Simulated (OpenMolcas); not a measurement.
Predicting a hybrid from its neighbours: CH3FGeO

CH3FGeO: 7 atoms, total charge 0, spin state singlet. SMILES: `C[O][Ge][F]`. Geometry: relaxed at PBE0-D4/def2-TZVP. This is one conformer, not always the lowest.

The HOMO–LUMO gap y, in eV, basis 6-31G(d); a is the functional's share of exact exchange. Programs: OpenMolcas 26.06.

```
functional     program     a  y (eV)
    r2SCAN  OpenMolcas     0    4.61
      BLYP  OpenMolcas     0    4.20
     B3LYP  OpenMolcas   0.2       ?
      PBE0  OpenMolcas  0.25    6.27
     BHLYP  OpenMolcas   0.5    8.21
```

Task: Fit y = c + s·a to the known rows and predict B3LYP.

Result: 
1. Means of the 4 rows: a = 0.1875, y = 5.822.
2. Σ(Δa)² = 0.17188, Σ(Δa·Δy) = 1.3056, so the slope is 1.3056/0.17188 = 7.596.
3. Intercept: 5.822 − (7.596) × 0.1875 = 4.398. The largest residual of the fit is 0.21.
4. B3LYP: 4.398 + (7.596) × 0.2 = 5.92 eV.

The run gave 5.85 eV, so the prediction is off by +0.07 eV, within the largest residual. Exact exchange lowers occupied levels and raises empty ones. The rows mix families of semi-local functionals, which the line can't see.

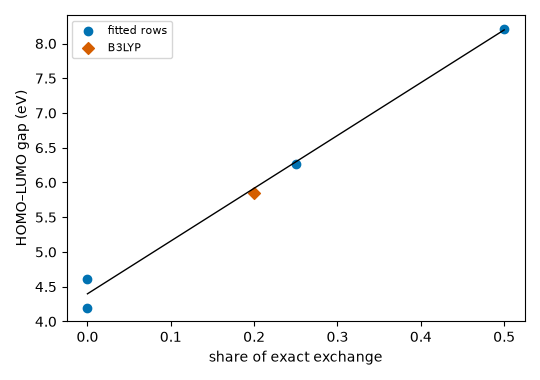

The fitted line, with the withheld row.
